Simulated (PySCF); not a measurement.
| atom | x (Å) | y (Å) | z (Å) |
| --- | --- | --- | --- |
| Li | 0.0000 | 0.0000 | -1.4869 |
| F | 0.0000 | 0.0000 | 0.5491 |

Theory: PBE0/6-31G(d,p), non-relativistic, at a bond length of 2.036 Å in PySCF 2.14.0.

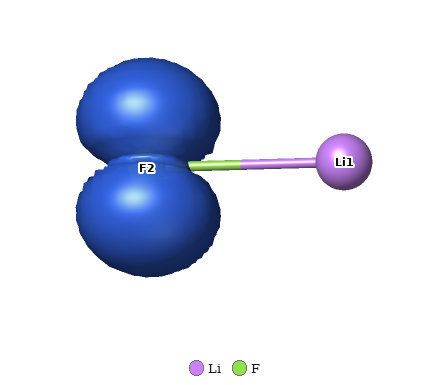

LiF (charge +1, doublet). Isosurface of the spin density (α minus β) at +0.04 e/Å³ (blue), seen from one side.

Describe the spin distribution.

Answer. The unpaired spin (1 electron) lies mostly on F2 (about 1.0), in electrons by Hirshfeld's partition.
